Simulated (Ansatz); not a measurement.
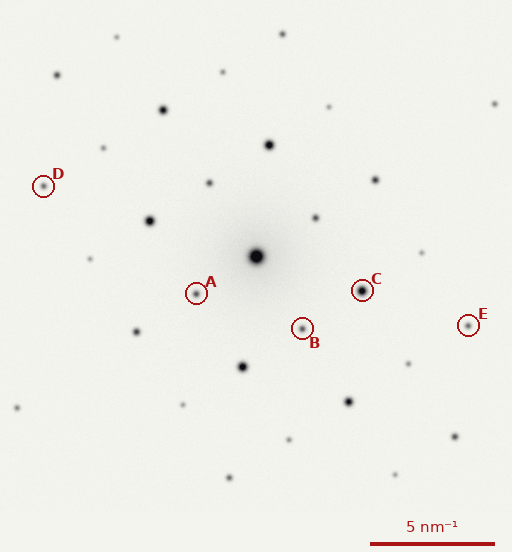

Simulated selected-area electron diffraction pattern (200 kV, kinematic approximation, thin crystal, B = 0.5 Å² for all atoms). The zone axis points towards the electron source and the pattern is seen from the source side.

Crystal: Hf₃N, space group P6_3/mmc (No. 194), a = 5.736 Å, c = 4.941 Å (hexagonal axes). Structure: the end point of a relaxation with DFT PBE, scalar-relativistic, plane waves, PAW in Ansatz 0.2.0; the starting structure was generated, so it need not be a known form of this composition.

Spot A is indexed -1 0 1 and spot B 1 -2 0.

What are the indices of the remaining marked spots?

Answer. C = −A + B = 2 -2 -1 (d = 2.219 Å). D = 2A − 2B = -4 4 2 (d = 1.110 Å). E = −2A + 2B = 4 -4 -2 (d = 1.110 Å).

Find the zone axis.

Answer. The cross product of A and B is parallel to [212]; every spot obeys hu + kv + lw = 0.
